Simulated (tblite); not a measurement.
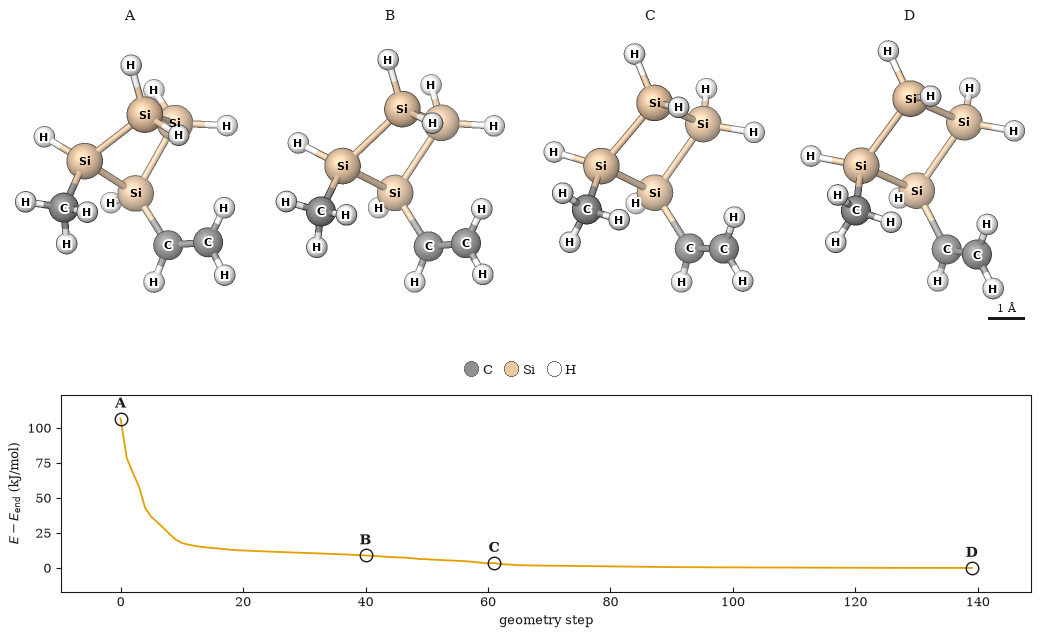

Frames of a relaxation of C3H12Si4, marked on the history of the run. Style: ball-and-stick. Shown at a tilt.

Method: tblite, GFN2-xTB geometry optimisation, gas phase. 

What happens along the run?

Answer. After 139 geometry steps the energy has fallen by 106.6 kJ/mol. The largest move after the best rigid fit is that of an H atom, 1.35 Å. By element the largest moves are H 1.35 Å, Si 0.62 Å, C 0.47 Å. Among the contacts that change: Si–Si 2.213 → 2.366 Å, Si–Si 2.250 → 2.381 Å, Si–Si 2.226 → 2.355 Å, C–Si 1.837 → 1.906 Å. Among the angles between lasting bonds that change: H–Si–H 114.3° → 102.6°, C–Si–H 114.9° → 104.0°, H–Si–H 112.0° → 102.4°. Groups turn about C–Si by about 45°, Si–Si by about 30°, Si–Si by about 25°. From step 0 to 40: an H atom moves most (0.50 Å), energy −97.7 kJ/mol. From step 40 to 61: an H atom moves most (0.65 Å), energy −5.41 kJ/mol. From step 61 to 139: an H atom moves most (0.43 Å), energy −3.53 kJ/mol.

```
step  E − E(0), kJ/mol
   0              0.00
   1            -28.10
   2            -38.57
   3            -48.51
   4            -63.63
   5            -70.04
   6            -74.00
   7            -78.09
   8            -82.42
   9            -86.41
  10            -88.76
  17            -93.17
  24            -94.91
  30            -95.86
  37            -97.04
  44            -98.82
  51           -100.72
  58           -102.52
  64           -104.38
  71           -105.04
  78           -105.42
  85           -105.75
  91           -106.07
  98           -106.23
 105           -106.31
 112           -106.41
 119           -106.49
 125           -106.57
 132           -106.62
 139           -106.63
```
